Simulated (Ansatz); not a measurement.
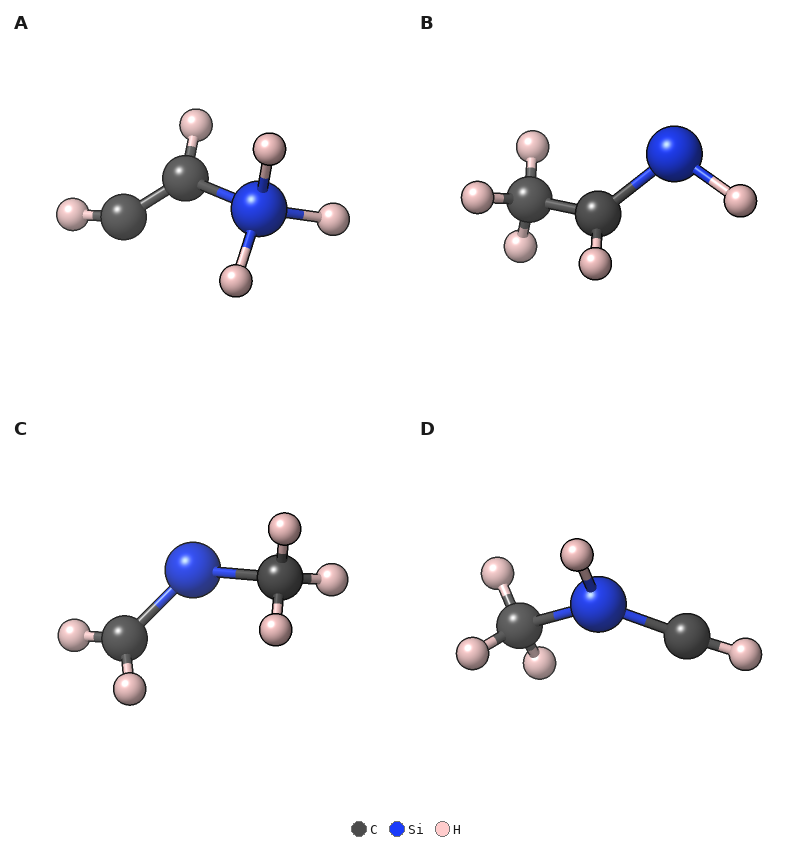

4 stationary structures of one formula. State: neutral, doublet. Geometries: PBE-D4/def2-SVP. Electronic energies: PBE-D4/def2-SVP (Ansatz 0.2.0), without zero-point energy. No frequency run is at hand to confirm each as a minimum. Each is one conformer, not always the lowest.

Rank them by energy, lowest first.

Answer. C is lowest; B lies 6.9 kcal/mol above it, A lies 15.4 kcal/mol above it (Cs), D lies 21.7 kcal/mol above it.
